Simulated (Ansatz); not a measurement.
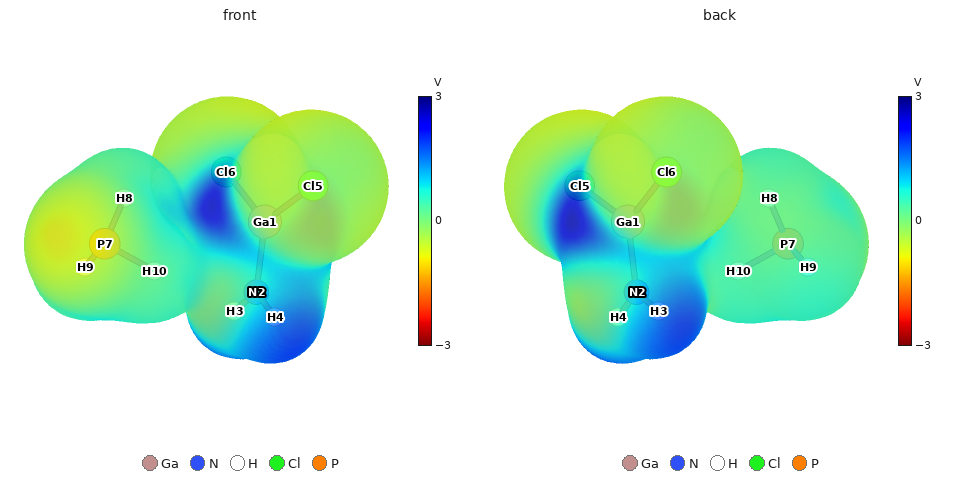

The picture shows: Cl2GaH2N···PH3. The electrostatic potential painted on the density surface at 0.002 e/bohr³, seen from the front and from behind; red is negative and blue positive.

Level of theory: Ansatz 0.2.0, RKS PBE0/def2-SVP.

Input file:

```
crystal:
  periodic: [false, false, false]
  atoms:
    - { symbol: Ga, position_ang: [0.052949, -0.286543, 0.148632] }
    - { symbol: "N", position_ang: [0.098002, -0.509819, 2.0139] }
    - { symbol: H, position_ang: [-0.754729, -0.372686, 2.547637] }
    - { symbol: H, position_ang: [0.910732, -0.186311, 2.530727] }
    - { symbol: Cl, position_ang: [1.9054, -0.10056, -0.89384] }
    - { symbol: Cl, position_ang: [-1.771616, -0.418302, -0.94143] }
    - { symbol: P, position_ang: [-0.761891, 2.975218, 1.11136] }
    - { symbol: H, position_ang: [-2.048432, 2.560218, 0.652179] }
    - { symbol: H, position_ang: [-1.228383, 3.238108, 2.438974] }
    - { symbol: H, position_ang: [-0.370932, 1.648277, 1.473861] }
basis:
  gaussian: { orbitals: def2-SVP }
hamiltonian:
  xc: pbe0
relax:
  f_tol: 0.03
  max_steps: 50
output:
  orbitals: {}
```

Run with:

```sh
ansatz run input.yaml --threads 4 --pin off --max-ram 5120MiB --backend cpu --events-out ev --progress --plain --runs-dir out
```

The fields are those of the run's last geometry, not of the input's.

Question: Where is the surface potential most negative and most positive?

Answer: The most negative region (about −0.9 V, or −21 kcal/mol for a unit charge) lies over P7, the most positive (about +2.4 V, or +55 kcal/mol for a unit charge) over Ga1.
